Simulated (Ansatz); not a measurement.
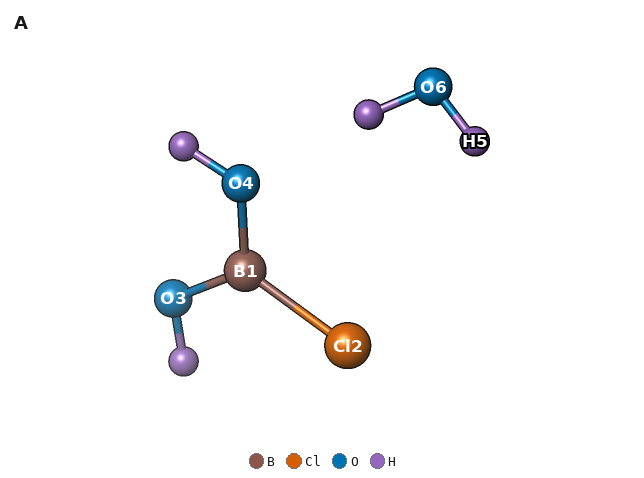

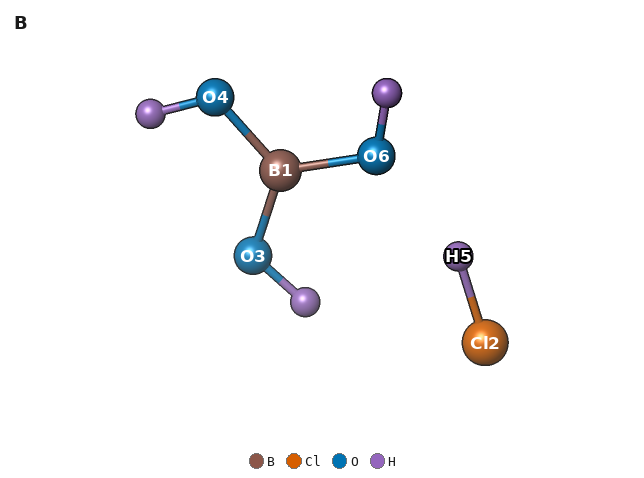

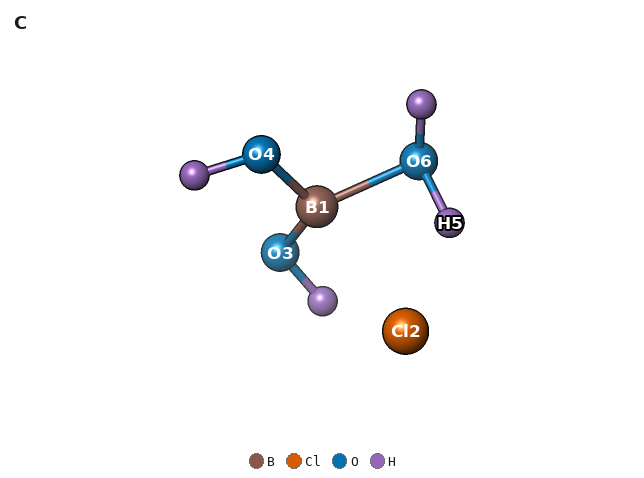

Three stationary points along one reaction path, in mixed order. Sticks follow a distance rule, so a partial bond may show as a full stick or not at all. Charge 0, singlet. Geometries: PBE0-D4/def2-TZVP; all other levels are single points on them, and energies count from the start as drawn. Program: Ansatz 0.2.0. In CBS estimates cores are frozen, and CCSD(T) − MP2 is taken in the smaller basis.

Which panel shows the transition state?

C.

Which bonds form and which break from A to B?

Formed: B1–O6, Cl2–H5; broken: B1–Cl2, H5–O6. At the saddle point B1···O6 is 1.53 Å, Cl2···H5 is 1.73 Å, B1···Cl2 is 2.36 Å, H5···O6 is 1.08 Å.

Give the electronic barrier and the reaction energy from A to B in eV (no zero-point energy) with CCSD(T)/CBS (MP2 limit from def2-TZVPP and def2-QZVPP plus CCSD(T) − MP2); BLYP-D4/def2-TZVPP; ωB97X-V/def2-TZVPP; PBE0-D4/def2-TZVPP; PBE-D4/STO-3G; PBE-D4/def2-TZVPP; r2SCAN0-D4/def2-TZVPP; B3LYP-D4/def2-TZVPP.

```json
{"level": "CCSD(T)/CBS (MP2 limit from def2-TZVPP and def2-QZVPP plus CCSD(T) − MP2)", "barrier": "0.745", "reaction energy": "−0.485"}
{"level": "BLYP-D4/def2-TZVPP", "barrier": "0.648", "reaction energy": "−0.526"}
{"level": "ωB97X-V/def2-TZVPP", "barrier": "0.687", "reaction energy": "−0.510"}
{"level": "PBE0-D4/def2-TZVPP", "barrier": "0.594", "reaction energy": "−0.504"}
{"level": "PBE-D4/STO-3G", "barrier": "−0.990", "reaction energy": "−1.011"}
{"level": "PBE-D4/def2-TZVPP", "barrier": "0.534", "reaction energy": "−0.491"}
{"level": "r2SCAN0-D4/def2-TZVPP", "barrier": "0.578", "reaction energy": "−0.538"}
{"level": "B3LYP-D4/def2-TZVPP", "barrier": "0.682", "reaction energy": "−0.543"}
```

Where the saddle lies below an end point, that level has no barrier at this geometry, which was found with another level.
